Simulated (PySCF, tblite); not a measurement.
**C7HN2−: dynamics, then NMR shifts on frames**

How do NMR shifts of C7HN2− (`C#CC#C[C-](C#N)C#N`) change as the atoms move?

The runs use tblite 0.8.0 and PySCF 2.14.0, with density-fitted response routines of our own; the level of theory stands in each step. All values are computed, except where a source is named. Atoms are numbered from 0 throughout.

**1. Starting geometry**

10 atoms, charge -1, multiplicity 1; geometry from: GFN2-xTB.

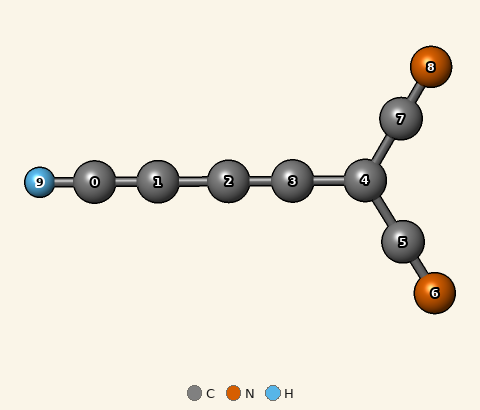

The starting geometry (carbon grey, nitrogen orange, hydrogen blue), atoms numbered; sticks join atoms by distance.

**2. Dynamics with GFN2-xTB**

Job settings and geometry (Å):

```
{"job": {"kind": "md", "xc": "GFN2-xTB", "basis": "xTB", "temperature": 600, "steps": 2000, "every": 50, "frames": 5}, "charge": -1, "multiplicity": 1}
C      3.612545    -0.320013     0.060689
C      2.408439    -0.212627     0.127294
C      1.068859    -0.092650     0.200513
C     -0.145688     0.014880     0.267451
C     -1.524434     0.135887     0.343559
C     -2.147328     1.320177    -0.011919
N     -2.670326     2.311374    -0.309683
C     -2.299157    -0.925389     0.779988
N     -2.949336    -1.813509     1.144895
H      4.655309    -0.413477     0.003448
```

Level: GFN2-xTB Langevin dynamics, gas phase.

Launch:

```bash
OMP_NUM_THREADS=1 python probes_run.py task.json out
```

This one command runs all jobs of the session in turn.

What it wrote:

```text
t/fs     T/K      E/eV
    0.0   508.5   -581.34006
   25.0   295.0   -581.02354
   50.0   352.6   -580.91543
   75.0   410.9   -580.82811
  100.0   430.9   -580.91665
  125.0   482.6   -580.93574
  150.0   294.4   -580.68040
  175.0   428.8   -580.76983
  200.0   528.3   -580.92924
  225.0   548.5   -581.03414
  250.0   606.4   -581.02048
  275.0   486.7   -580.81390
  300.0   412.7   -580.71197
  325.0   594.1   -580.83416
  350.0   510.6   -580.75928
  375.0   590.1   -580.80257
  400.0   367.9   -580.75237
  425.0   473.0   -580.75894
  450.0   414.2   -580.98283
  475.0   314.7   -580.86435
  500.0   516.3   -580.89266
  525.0   476.9   -580.57068
  550.0   765.3   -580.91099
  575.0   493.0   -580.59204
  600.0   680.0   -580.82146
  625.0   634.7   -580.50403
  650.0   523.1   -580.49746
  675.0   699.5   -580.64208
  700.0   847.8   -580.83224
  725.0   802.3   -580.80957
  750.0   559.3   -580.69378
  775.0   497.0   -580.64513
  800.0   667.9   -580.93060
  825.0   786.5   -580.86171
  850.0   942.9   -580.89310
  875.0   743.2   -580.74600
  900.0   481.3   -580.56460
  925.0   712.0   -580.77199
  950.0   715.0   -580.66109
  975.0   940.5   -580.53389
 1000.0   925.8   -580.46835
```

It took 10 s on 1 thread of AMD EPYC 7R13, shared host; peak memory 0.19 GiB.

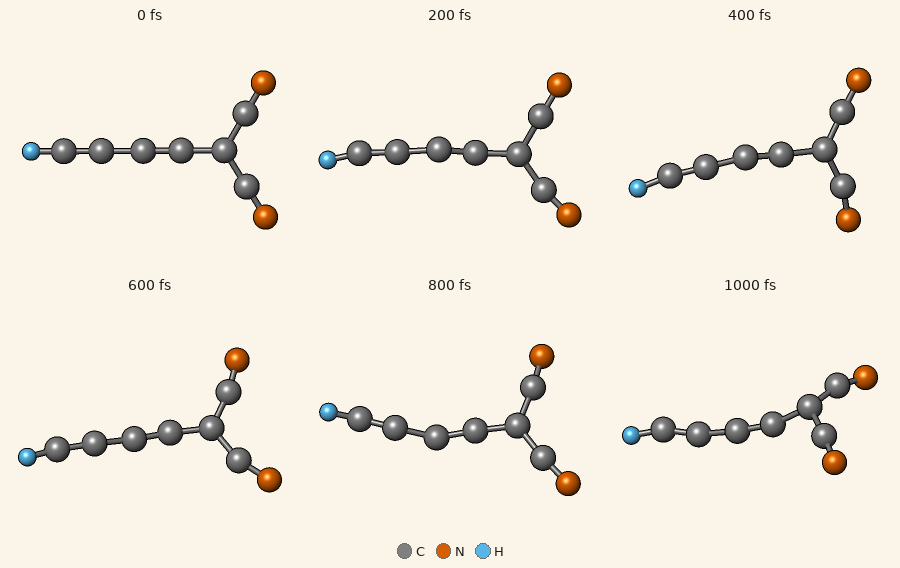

Frames of the run.

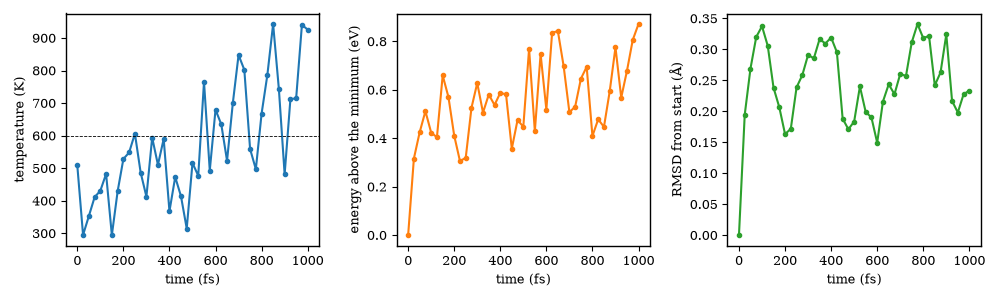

Temperature, potential energy and distance from the start.

Positions (Å) and forces (eV/Å) at 1000 fs:

```xyz
10

C     2.305    0.109   -0.567    2.165    0.063   -0.456
C     1.192    0.411   -0.247   -1.873    0.551    0.977
C    -0.045    0.496    0.318    0.406   -0.330   -0.525
C    -1.192    0.448    0.731   -0.618   -1.386    0.573
C    -2.405    0.094    1.410    4.239    1.166   -0.507
C    -2.776    1.185    2.098   -0.599    1.036    1.112
N    -3.022    2.165    2.648   -0.313    1.092    0.853
C    -3.365   -0.614    0.845   -0.662   -0.350   -0.836
N    -4.298   -0.895    0.248   -2.136   -1.585   -1.095
H     3.341    0.172   -0.815   -0.609   -0.257   -0.094
```

**3. NMR shieldings: 250 fs, PBE0/pcSseg-1**

Job settings and geometry (Å):

```
{"job": {"kind": "nmr", "xc": "PBE0", "basis": "pcSseg-1", "pop": false}, "charge": -1, "multiplicity": 1}
C      3.547200     0.071300     0.084600
C      2.410000    -0.237700     0.225100
C      1.034300    -0.211800     0.255500
C     -0.195000    -0.212200     0.303700
C     -1.577000     0.090900     0.301800
C     -2.192600     1.218600    -0.156600
N     -2.790900     2.148500    -0.585800
C     -2.452300    -0.987900     0.500200
N     -3.274600    -1.758800     0.777900
H      4.600700     0.250600    -0.004600
```

Method: GIAO PBE0/pcSseg-1 NMR shielding, non-relativistic, gas phase.

What it wrote:

```text
coarse grid: 10352 points
cycle   1  E = -376.1053239611  dE =  1.537e+00  |g| = 6.130e-01  |ddm| = 3.788e+00
cycle   2  E = -375.8263194356  dE =  2.790e-01  |g| = 1.303e+00  |ddm| = 1.977e+00
cycle   3  E = -376.1847568273  dE = -3.584e-01  |g| = 2.295e-01  |ddm| = 1.343e+00
cycle   4  E = -376.1965124950  dE = -1.176e-02  |g| = 9.604e-02  |ddm| = 2.713e-01
cycle   5  E = -376.1987272860  dE = -2.215e-03  |g| = 3.455e-02  |ddm| = 9.855e-02
cycle   6  E = -376.1990333954  dE = -3.061e-04  |g| = 4.064e-03  |ddm| = 3.343e-02
cycle   7  E = -376.1990376963  dE = -4.301e-06  |g| = 1.594e-03  |ddm| = 5.498e-03
final grid: 105816 points
cycle   8  E = -376.2530612198  dE = -2.033e-05  |g| = 4.731e-03  |ddm| = 6.991e-02
cycle   9  E = -376.2530578173  dE =  3.402e-06  |g| = 6.303e-03  |ddm| = 1.114e-02
cycle  10  E = -376.2530657681  dE = -7.951e-06  |g| = 2.149e-03  |ddm| = 6.323e-03
cycle  11  E = -376.2530667819  dE = -1.014e-06  |g| = 2.956e-04  |ddm| = 1.889e-03
cycle  12  E = -376.2530667977  dE = -1.574e-08  |g| = 1.425e-04  |ddm| = 3.567e-04
cycle  13  E = -376.2530668007  dE = -2.983e-09  |g| = 8.805e-05  |ddm| = 1.699e-04
cycle  14  E = -376.2530668026  dE = -1.899e-09  |g| = 1.225e-05  |ddm| = 8.427e-05
cycle  15  E = -376.2530668026  dE = -2.740e-11  |g| = 7.220e-06  |ddm| = 2.037e-05
converged SCF energy = -376.2530668026

GIAO shielding tensors (ppm)
atom      isotropic    diamagn.    paramagn.     s11        s22        s33       span
  0 C      104.405     261.129    -156.724     39.228     71.255    202.733    163.506
  1 C      107.971     260.508    -152.537     13.067     21.884    288.963    275.896
  2 C       94.505     250.761    -156.257     29.488     84.812    169.214    139.726
  3 C       93.037     254.687    -161.650    -28.260     26.621    280.751    309.011
  4 C      172.846     254.687     -81.841    152.966    165.329    200.244     47.278
  5 C       51.391     254.713    -203.323    -68.953    -57.732    280.857    349.811
  6 N      -59.860     342.412    -402.273   -219.178   -112.936    152.532    371.710
  7 C       55.609     254.083    -198.474    -66.450    -51.696    284.972    351.422
  8 N      -43.653     340.841    -384.494   -196.738   -115.082    180.861    377.599
  9 H       28.678      32.778      -4.101     24.876     25.457     35.700     10.824
```

It took 12 s on 1 thread of AMD EPYC 7R13, shared host; peak memory 0.71 GiB.

Shifts follow as δ = σ(reference) − σ, with reference shieldings (ppm) from runs at the same level and on the same kind of geometry: 1H TMS 31.72, 13C TMS 186.9, 15N NH3 267.7. The references are single molecules in the gas phase, so shifts against H2O, NH3, PH3, H3PO4 or CFCl3 are not on the usual liquid scales and can be off by tens of ppm. Each atom is listed at this fixed geometry, with no averaging over motion; a spectrum would average atoms that exchange fast.

```csv
atoms,environment,σ (ppm),δ (ppm)
C5,nitrile carbon,51.4,135.5
C7,nitrile carbon,55.6,131.3
C3,alkyne carbon,93.0,93.9
C2,alkyne carbon,94.5,92.4
C0,terminal alkyne carbon,104.4,82.5
C1,alkyne carbon,108.0,79.0
C4,carbanion centre,172.8,14.1
H9,hydrogen on a terminal alkyne carbon,28.68,3.04
N6,nitrile nitrogen,-59.9,327.6
N8,nitrile nitrogen,-43.7,311.4
```

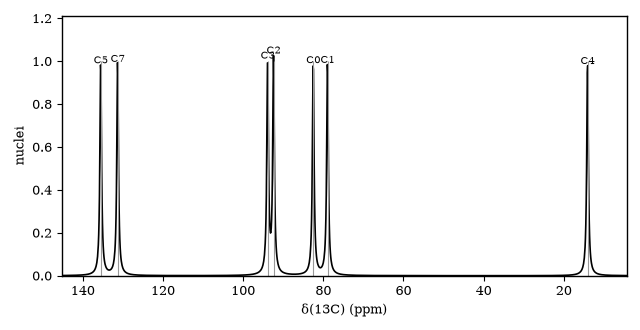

13C lines at the computed shifts, without couplings. Lines are broadened to a width of 0.49 ppm (Lorentzian).

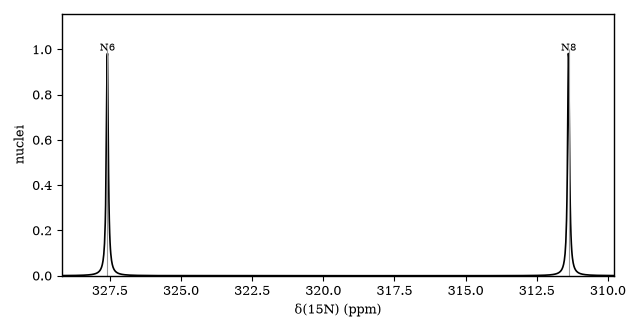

15N lines at the computed shifts, without couplings. Lines are broadened to a width of 0.08 ppm (Lorentzian).

**4. Shielding tensors: 425 fs, PBE0/pcSseg-1**

Job settings and geometry (Å):

```
{"job": {"kind": "nmr", "xc": "PBE0", "basis": "pcSseg-1", "pop": false}, "charge": -1, "multiplicity": 1}
C      3.300500     0.035600     0.633600
C      2.116600    -0.193500     0.493800
C      0.788000    -0.448600     0.437000
C     -0.453600    -0.461100     0.416100
C     -1.808900    -0.462600     0.067500
C     -2.169400     0.628300    -0.788100
N     -2.640600     1.597100    -1.321600
C     -2.588400    -1.547800     0.131800
N     -3.016000    -2.622000     0.266100
H      4.205400     0.439400     0.605800
```

With the program's defaults for keys left out, this is: GIAO PBE0/pcSseg-1 NMR shielding, non-relativistic, gas phase.

What it wrote:

```text
coarse grid: 10352 points
cycle   1  E = -376.0977959346  dE =  1.534e+00  |g| = 6.009e-01  |ddm| = 3.792e+00
cycle   2  E = -375.7820647394  dE =  3.157e-01  |g| = 1.353e+00  |ddm| = 2.079e+00
cycle   3  E = -376.1740150126  dE = -3.920e-01  |g| = 2.185e-01  |ddm| = 1.405e+00
cycle   4  E = -376.1844165427  dE = -1.040e-02  |g| = 1.010e-01  |ddm| = 2.881e-01
cycle   5  E = -376.1869316352  dE = -2.515e-03  |g| = 3.573e-02  |ddm| = 1.112e-01
cycle   6  E = -376.1872541474  dE = -3.225e-04  |g| = 5.891e-03  |ddm| = 3.952e-02
cycle   7  E = -376.1872630257  dE = -8.878e-06  |g| = 2.215e-03  |ddm| = 7.994e-03
final grid: 105816 points
cycle   8  E = -376.2415317587  dE = -1.712e-05  |g| = 5.994e-03  |ddm| = 7.390e-02
cycle   9  E = -376.2415125039  dE =  1.925e-05  |g| = 1.079e-02  |ddm| = 1.488e-02
cycle  10  E = -376.2415394435  dE = -2.694e-05  |g| = 1.962e-03  |ddm| = 9.386e-03
cycle  11  E = -376.2415403826  dE = -9.391e-07  |g| = 3.469e-04  |ddm| = 2.090e-03
cycle  12  E = -376.2415403992  dE = -1.662e-08  |g| = 2.122e-04  |ddm| = 4.081e-04
cycle  13  E = -376.2415404086  dE = -9.431e-09  |g| = 6.198e-05  |ddm| = 2.089e-04
cycle  14  E = -376.2415404095  dE = -8.365e-10  |g| = 2.209e-05  |ddm| = 6.783e-05
converged SCF energy = -376.2415404095

GIAO shielding tensors (ppm)
atom      isotropic    diamagn.    paramagn.     s11        s22        s33       span
  0 C      108.039     269.648    -161.609     50.108     68.148    205.862    155.753
  1 C      102.998     249.875    -146.877      9.747     10.371    288.877    279.130
  2 C       94.150     255.292    -161.143     36.607     69.221    176.621    140.014
  3 C       89.037     257.781    -168.744    -30.921     13.164    284.868    315.789
  4 C      168.790     259.664     -90.874    156.008    166.471    183.891     27.883
  5 C       46.253     254.736    -208.482    -80.314    -63.481    282.554    362.868
  6 N      -72.899     339.788    -412.687   -231.059   -163.437    175.800    406.859
  7 C       57.589     257.486    -199.897    -60.896    -49.799    283.463    344.359
  8 N      -66.017     343.590    -409.607   -231.830    -93.383    127.161    358.991
  9 H       30.614      37.838      -7.224     26.476     27.407     37.957     11.480
```

Run time: 13 s. Hardware: 1 thread of AMD EPYC 7R13, shared host; peak memory 0.74 GiB.

Key values: δ C5 140.7, C7 129.3, C3 97.9, C2 92.8, H9 1.10 ppm.

**5. Nuclear shieldings: 625 fs, PBE0/pcSseg-1**

Job settings and geometry (Å):

```
{"job": {"kind": "nmr", "xc": "PBE0", "basis": "pcSseg-1", "pop": false}, "charge": -1, "multiplicity": 1}
C      3.487700    -0.365500     0.765700
C      2.301000    -0.470600     0.492100
C      0.950200    -0.441000     0.290000
C     -0.285000    -0.470100     0.517100
C     -1.637100    -0.487900     0.316900
C     -2.460300     0.736100     0.450400
N     -3.442000     1.293600     0.221600
C     -2.359700    -1.720000     0.044300
N     -2.590500    -2.817500    -0.273300
H      4.492500    -0.322100     1.071300
```

Level: GIAO PBE0/pcSseg-1 NMR shielding, non-relativistic, gas phase.

What it wrote:

```text
coarse grid: 10352 points
cycle   1  E = -376.0846344907  dE =  1.405e+00  |g| = 6.243e-01  |ddm| = 3.706e+00
cycle   2  E = -375.7621903513  dE =  3.224e-01  |g| = 1.373e+00  |ddm| = 1.821e+00
cycle   3  E = -376.1690233886  dE = -4.068e-01  |g| = 2.104e-01  |ddm| = 1.235e+00
cycle   4  E = -376.1783092271  dE = -9.286e-03  |g| = 1.057e-01  |ddm| = 2.833e-01
cycle   5  E = -376.1811392715  dE = -2.830e-03  |g| = 3.472e-02  |ddm| = 1.219e-01
cycle   6  E = -376.1814524302  dE = -3.132e-04  |g| = 6.150e-03  |ddm| = 3.744e-02
cycle   7  E = -376.1814633172  dE = -1.089e-05  |g| = 2.196e-03  |ddm| = 8.827e-03
cycle   8  E = -376.1814640181  dE = -7.009e-07  |g| = 1.361e-03  |ddm| = 2.778e-03
final grid: 105816 points
cycle   9  E = -376.2369277622  dE = -1.987e-05  |g| = 4.956e-03  |ddm| = 5.876e-02
cycle  10  E = -376.2369170919  dE =  1.067e-05  |g| = 8.169e-03  |ddm| = 1.301e-02
cycle  11  E = -376.2369335548  dE = -1.646e-05  |g| = 2.151e-03  |ddm| = 7.822e-03
cycle  12  E = -376.2369346619  dE = -1.107e-06  |g| = 1.926e-04  |ddm| = 1.741e-03
cycle  13  E = -376.2369346705  dE = -8.562e-09  |g| = 6.371e-05  |ddm| = 2.504e-04
cycle  14  E = -376.2369346713  dE = -8.692e-10  |g| = 3.330e-05  |ddm| = 8.753e-05
cycle  15  E = -376.2369346716  dE = -2.653e-10  |g| = 1.326e-05  |ddm| = 3.901e-05
converged SCF energy = -376.2369346716

GIAO shielding tensors (ppm)
atom      isotropic    diamagn.    paramagn.     s11        s22        s33       span
  0 C      100.292     260.363    -160.071     40.976     82.903    176.997    136.021
  1 C      103.353     251.312    -147.959      6.561     14.700    288.798    282.236
  2 C       85.532     259.412    -173.881     29.648     87.753    139.194    109.546
  3 C       84.791     259.166    -174.375    -29.471     13.475    270.369    299.839
  4 C      154.685     256.646    -101.962    132.433    150.281    181.340     48.907
  5 C       54.697     252.060    -197.363    -69.321    -46.851    280.262    349.583
  6 N      -76.540     338.934    -415.474   -280.372   -146.754    197.507    477.879
  7 C       52.358     259.831    -207.473    -68.901    -55.028    281.003    349.904
  8 N      -65.934     342.294    -408.228   -221.297   -146.570    170.066    391.364
  9 H       28.400      34.063      -5.663     25.318     25.712     34.171      8.853
```

Wall time 12 s (1 thread of AMD EPYC 7R13, shared host); peak memory 0.8 GiB.

This run: δ C7 134.6, C5 132.2, C3 102.1, C2 101.4, H9 3.32 ppm.

**6. Nuclear shieldings: 800 fs, PBE0/pcSseg-1**

Job settings and geometry (Å):

```
{"job": {"kind": "nmr", "xc": "PBE0", "basis": "pcSseg-1", "pop": false}, "charge": -1, "multiplicity": 1}
C      3.032100    -0.584600     0.409500
C      1.932200    -0.167300     0.617900
C      0.627100     0.238000     0.487200
C     -0.632500     0.147500     0.632800
C     -1.989400     0.128900     0.807700
C     -2.714100     1.295600     1.116600
N     -3.443700     2.215000     1.217700
C     -2.597700    -1.101900     0.579600
N     -2.973900    -2.146400     0.222600
H      4.018900    -0.864400     0.593800
```

Method: GIAO PBE0/pcSseg-1 NMR shielding, non-relativistic, gas phase.

What it wrote:

```text
coarse grid: 10352 points
cycle   1  E = -376.1016576058  dE =  1.509e+00  |g| = 6.180e-01  |ddm| = 3.697e+00
cycle   2  E = -375.7679005711  dE =  3.338e-01  |g| = 1.387e+00  |ddm| = 2.056e+00
cycle   3  E = -376.1817327100  dE = -4.138e-01  |g| = 2.230e-01  |ddm| = 1.397e+00
cycle   4  E = -376.1929229702  dE = -1.119e-02  |g| = 9.757e-02  |ddm| = 2.939e-01
cycle   5  E = -376.1951508141  dE = -2.228e-03  |g| = 3.682e-02  |ddm| = 1.016e-01
cycle   6  E = -376.1954916092  dE = -3.408e-04  |g| = 6.251e-03  |ddm| = 4.207e-02
cycle   7  E = -376.1955036707  dE = -1.206e-05  |g| = 1.577e-03  |ddm| = 9.609e-03
cycle   8  E = -376.1955039129  dE = -2.422e-07  |g| = 1.316e-03  |ddm| = 2.283e-03
final grid: 105816 points
cycle   9  E = -376.2496474140  dE = -2.047e-05  |g| = 5.039e-03  |ddm| = 5.080e-02
cycle  10  E = -376.2496404384  dE =  6.976e-06  |g| = 7.554e-03  |ddm| = 1.179e-02
cycle  11  E = -376.2496522545  dE = -1.182e-05  |g| = 2.206e-03  |ddm| = 7.035e-03
cycle  12  E = -376.2496534922  dE = -1.238e-06  |g| = 2.785e-04  |ddm| = 2.331e-03
cycle  13  E = -376.2496534988  dE = -6.578e-09  |g| = 2.233e-04  |ddm| = 3.925e-04
cycle  14  E = -376.2496535101  dE = -1.128e-08  |g| = 4.899e-05  |ddm| = 1.996e-04
cycle  15  E = -376.2496535107  dE = -6.364e-10  |g| = 8.009e-06  |ddm| = 5.879e-05
converged SCF energy = -376.2496535107

GIAO shielding tensors (ppm)
atom      isotropic    diamagn.    paramagn.     s11        s22        s33       span
  0 C      105.789     262.703    -156.914     43.751     81.972    191.644    147.893
  1 C      101.123     263.163    -162.041      3.764     11.631    287.973    284.209
  2 C       83.437     260.005    -176.569     14.868     83.681    151.762    136.894
  3 C       77.789     256.593    -178.804    -43.419      2.464    274.322    317.741
  4 C      165.967     259.284     -93.317    151.052    162.284    184.566     33.514
  5 C       55.065     252.874    -197.809    -65.634    -51.332    282.160    347.793
  6 N      -63.058     341.046    -404.104   -220.674   -132.137    163.636    384.310
  7 C       55.851     257.575    -201.724    -65.013    -50.223    282.788    347.801
  8 N      -50.612     342.876    -393.488   -209.962   -124.765    182.891    392.854
  9 H       29.294      32.874      -3.579     25.971     26.183     35.729      9.758
```

Run time: 14 s. Hardware: 1 thread of AMD EPYC 7R13, shared host; peak memory 0.8 GiB.

This run: δ C5 131.9, C7 131.1, C3 109.1, C2 103.5, H9 2.42 ppm.

**7. Nuclear shieldings: 1000 fs, PBE0/pcSseg-1**

Job settings and geometry (Å):

```
{"job": {"kind": "nmr", "xc": "PBE0", "basis": "pcSseg-1", "pop": false}, "charge": -1, "multiplicity": 1}
C      2.305400     0.108600    -0.567200
C      1.191600     0.410600    -0.247300
C     -0.045100     0.496100     0.317800
C     -1.191700     0.448300     0.731400
C     -2.405000     0.094400     1.410100
C     -2.776000     1.185200     2.098400
N     -3.021500     2.164800     2.647900
C     -3.365200    -0.614200     0.845200
N     -4.297600    -0.894900     0.247700
H      3.341100     0.172100    -0.815400
```

Level: GIAO PBE0/pcSseg-1 NMR shielding, non-relativistic, gas phase.

What it wrote:

```text
coarse grid: 10352 points
cycle   1  E = -376.0743284106  dE =  1.820e+00  |g| = 6.128e-01  |ddm| = 3.721e+00
cycle   2  E = -375.8600402646  dE =  2.143e-01  |g| = 1.191e+00  |ddm| = 1.942e+00
cycle   3  E = -376.1519244771  dE = -2.919e-01  |g| = 2.493e-01  |ddm| = 1.217e+00
cycle   4  E = -376.1659020668  dE = -1.398e-02  |g| = 9.390e-02  |ddm| = 2.948e-01
cycle   5  E = -376.1680384368  dE = -2.136e-03  |g| = 3.572e-02  |ddm| = 1.076e-01
cycle   6  E = -376.1683648685  dE = -3.264e-04  |g| = 5.392e-03  |ddm| = 3.380e-02
cycle   7  E = -376.1683709501  dE = -6.082e-06  |g| = 2.310e-03  |ddm| = 7.266e-03
final grid: 105816 points
cycle   8  E = -376.2231930143  dE = -1.710e-05  |g| = 6.030e-03  |ddm| = 5.930e-02
cycle   9  E = -376.2231734100  dE =  1.960e-05  |g| = 1.077e-02  |ddm| = 1.522e-02
cycle  10  E = -376.2232010150  dE = -2.761e-05  |g| = 1.879e-03  |ddm| = 9.312e-03
cycle  11  E = -376.2232018791  dE = -8.641e-07  |g| = 3.557e-04  |ddm| = 1.963e-03
cycle  12  E = -376.2232019000  dE = -2.090e-08  |g| = 1.838e-04  |ddm| = 4.456e-04
cycle  13  E = -376.2232019063  dE = -6.304e-09  |g| = 7.885e-05  |ddm| = 1.927e-04
cycle  14  E = -376.2232019077  dE = -1.388e-09  |g| = 2.014e-05  |ddm| = 8.139e-05
cycle  15  E = -376.2232019078  dE = -8.367e-11  |g| = 9.740e-06  |ddm| = 2.679e-05
converged SCF energy = -376.2232019078

GIAO shielding tensors (ppm)
atom      isotropic    diamagn.    paramagn.     s11        s22        s33       span
  0 C      110.547     264.359    -153.813     46.935     67.942    216.762    169.827
  1 C      103.840     259.524    -155.684      7.284     15.538    288.698    281.414
  2 C      101.282     253.517    -152.236     37.905     63.476    202.464    164.559
  3 C       88.053     266.868    -178.815    -29.569      1.505    292.222    321.791
  4 C      184.088     248.922     -64.834    166.316    176.492    209.456     43.140
  5 C       57.938     258.483    -200.545    -62.807    -50.438    287.060    349.867
  6 N      -24.859     343.299    -368.158   -173.682    -80.792    179.898    353.579
  7 C       59.291     255.233    -195.943    -57.548    -48.101    283.521    341.069
  8 N      -40.629     342.467    -383.096   -200.453   -109.308    187.874    388.328
  9 H       29.192      32.799      -3.607     25.199     25.354     37.022     11.823
```

Wall time 14 s (1 thread of AMD EPYC 7R13, shared host); peak memory 0.8 GiB.

In short: δ C5 129.0, C7 127.6, C3 98.9, C2 85.6, H9 2.53 ppm.

**8. Run by run: NMR shifts**

Shifts (ppm) of some atoms, chosen among heavy atoms and hydrogens apart, with basis size and wall time:

```csv
frame,C3,C2,C4,H9,N6,N8,functions,time
250 fs,93.9,92.4,14.1,3.04,327.6,311.4,158,12 s
425 fs,97.9,92.8,18.1,1.10,340.6,333.7,158,13 s
625 fs,102.1,101.4,32.2,3.32,344.3,333.7,158,12 s
800 fs,109.1,103.5,21.0,2.42,330.8,318.3,158,14 s
1000 fs,98.9,85.6,2.8,2.53,292.6,308.4,158,14 s
```

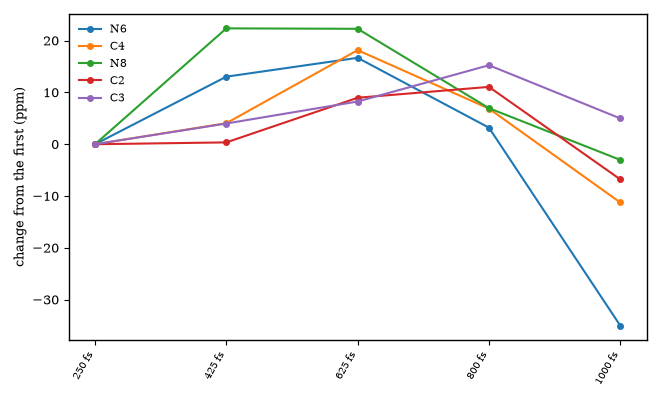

How five of the tabulated atoms move from run to run.

**9. Results**

```
                                      quantity                                           value
                                    thermostat                                           600 K
                 mean temperature, second half                                           686 K
       mean potential energy above the minimum                                         0.63 eV
13C shifts against TMS (PBE0/pcSseg-1, 250 fs)  135.5, 131.3, 93.9, 92.4, 82.5, 79.0, 14.1 ppm
 1H shifts against TMS (PBE0/pcSseg-1, 250 fs)                                        3.04 ppm
15N shifts against NH3 (PBE0/pcSseg-1, 250 fs)                                327.6, 311.4 ppm
                      range of the shift of N6                              292.6 to 344.3 ppm
```

What this shows: In the second half the potential energy averages 0.63 eV above the minimum; equipartition over 24 harmonic modes at 600 K would give 0.62 eV. With 10 atoms the temperature swings widely (294 to 943 K). Shifts at one fixed geometry are not the observed spectrum, which averages over the motion. In ppm, N6 moves most: its shift spreads over 51.7 ppm, from 292.6 (1000 fs) to 344.3 (625 fs).
